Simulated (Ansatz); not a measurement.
# 3-layer 1T-SbSI (AA) in a perpendicular field

Wanted: the out-of-plane response of the 3-layer 1T-SbSI (AA). A positive field points along +c.

Calculated with Ansatz 0.2.0; plane-wave DFT, PBE-D4, Ansatz PAW, in the first sound run; inputs show where later runs differ.

### 1. Starting point

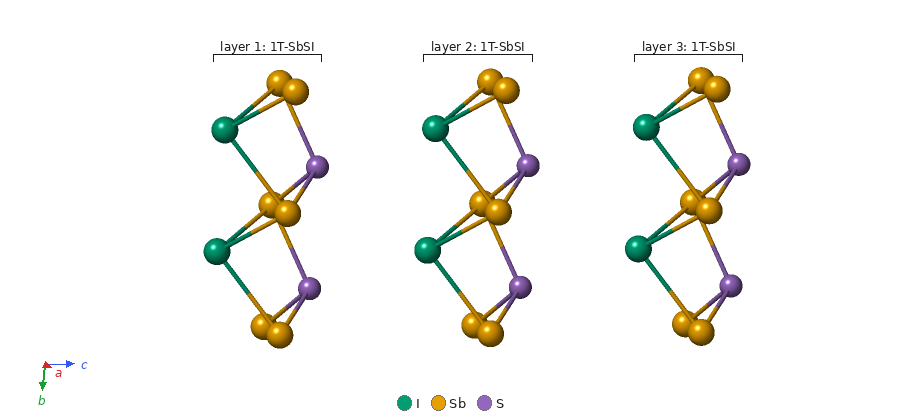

The starting structure, seen from the side, with the c axis across the page (iodine teal, antimony orange, sulfur purple). 1×2×1 cells are drawn. Some periodic images of atoms are drawn too.

The cell holds 9 atoms: 3 I, 3 Sb and 3 S. Its edges and angles: a = 4.137 Å, b = 4.137 Å, c = 60.816 Å, α = 90.0°, β = 90.0°, γ = 120.0°. Regions: layer 1: 1T-SbSI, 3 atoms (1 I, 1 Sb and 1 S); layer 2: 1T-SbSI, 3 atoms (1 I, 1 Sb and 1 S); layer 3: 1T-SbSI, 3 atoms (1 I, 1 Sb and 1 S). Vacuum lies along c.

### 2. Relaxing the slab

The starting cell is a guess, so the in-plane lattice and the atoms are relaxed first, with the slab cut off from its images along the normal.

The input, input.yaml:

```yaml
crystal:
  lattice:
    - [4.137, 0.0, 0.0]
    - [-2.0685, 3.5827470955, 0.0]
    - [0.0, 0.0, 60.8157793485]
  atoms:
    - { symbol: I, position: [0.6666666667, 0.3333333333, 0.3773691671] }
    - { symbol: Sb, position: [0.0, 0.0, 0.4069026683] }
    - { symbol: S, position: [0.3333333333, 0.6666666667, 0.4245925437] }
    - { symbol: I, position: [0.6666666667, 0.3333333333, 0.4763883117] }
    - { symbol: Sb, position: [0.0, 0.0, 0.5059218128] }
    - { symbol: S, position: [0.3333333333, 0.6666666667, 0.5236116883] }
    - { symbol: I, position: [0.6666666667, 0.3333333333, 0.5754074563] }
    - { symbol: Sb, position: [0.0, 0.0, 0.6049409574] }
    - { symbol: S, position: [0.3333333333, 0.6666666667, 0.6226308329] }
  periodic: [true, true, false]
kpoints:
  mp_grid: { grid: [12, 12, 1] }
hamiltonian:
  xc: pbe
  dispersion: d4
scf:
  occupations: { method: fermi_dirac, width: 0.05 }
  convergence: { dr2_threshold: 1.0e-09 }
relax:
  f_tol: 0.004
  max_steps: 90
  cell: {}
output:
  write_potential: true
  write_density: true
  volumetric_format: npy
```

Run with:

```bash
$ ansatz run input.yaml --threads 4 --pin off --max-ram 6144MiB --backend cpu --events-out ev --progress --plain --runs-dir out
```

Planned after this: atoms held, field 0, start network; atoms held, field 0.1 V/Å; atoms held, field -0.1 V/Å; atoms held, field 0.5 V/Å; single point, field -0.3 V/Å; response, atoms held; A changed input: hamiltonian.xc = "rpbe"; the same run with other settings. Settings of the main run: cutoff 420 eV, 12×12×1 k-mesh, smearing width 0.02585 eV, 3 layers, stack 3-layer 1T-SbSI (AA), PAW set soft 2.

What does the calculation give for the gap without field and step between the vacuum levels?

The induced dipole equals that of a perfect conductor 16.69 Å thick, while the outer atoms lie 16.39 Å apart; an out-of-plane ε follows only once a thickness t is chosen, by 1 − 1/ε = 16.69 Å / t. The two faces differ: the vacuum level above lies 1.02 eV higher than the one below. The gap goes from 1.01 eV to 0.15 eV at 0.5 V/Å.

```
gap without field                          : 1.01 eV
ionisation energy, upper face              : 6.02 eV
electron affinity, upper face              : 5.02 eV
step between the vacuum levels             : 1.02 eV
equivalent conductor thickness, atoms held : 16.7 Å
```

With the field reversed the gap is 1.51 eV at -0.3 V/Å. Semilocal functionals give gaps that are too small, and excitons are not included. Spin-orbit coupling is left out, which matters for the bands of elements this heavy.

[Logs are printed without paths, hosts, clocks, repeated set-up lines and the standing remarks that a program may print on its own settings, such as how far it seeks lower states.]

[Hosts, paths, dates, database ids (printed as entryN), source tags and the programs' standing remarks are cut or masked in the printed files.]

[Maps of the electrostatic potential energy from Ansatz leave out the sawtooth potential of an applied field or a dipole correction, so their vacuum need not be flat; planar profiles and work functions include it.]
